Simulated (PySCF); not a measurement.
```xyz
9

F     0.5929    2.0855   -0.5424
C    -0.1729    1.0208   -0.3113
C    -1.5119    0.8772   -0.4413
O    -1.8863   -0.3615   -0.1430
C    -0.8100   -1.0295    0.3044
C     0.3016   -0.2314    0.2102
S     1.9192   -0.5832    0.7581
H    -0.9355   -2.0343    0.6532
H     2.5166    0.2624   -0.0858
```

Geometry: GFN2-xTB.

Theory: PySCF, UKS B3LYP, pcH-1 on C F H O S, non-relativistic, mean-field spin-orbit, GIAO.

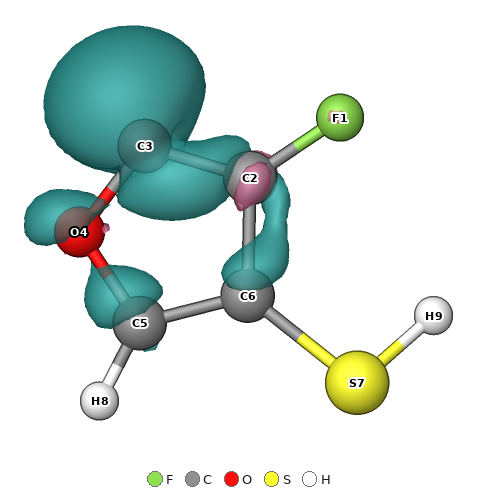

C$_{4}$H$_{2}$FOS (doublet). Isosurfaces of the spin density at +0.03 (teal) and −0.03 e/Å³ (pink), seen across its widest extent.

Where is the unpaired spin?

Answer. The unpaired spin (1 electron) lies mostly on C3 (about 0.8), in electrons by Hirshfeld's partition.
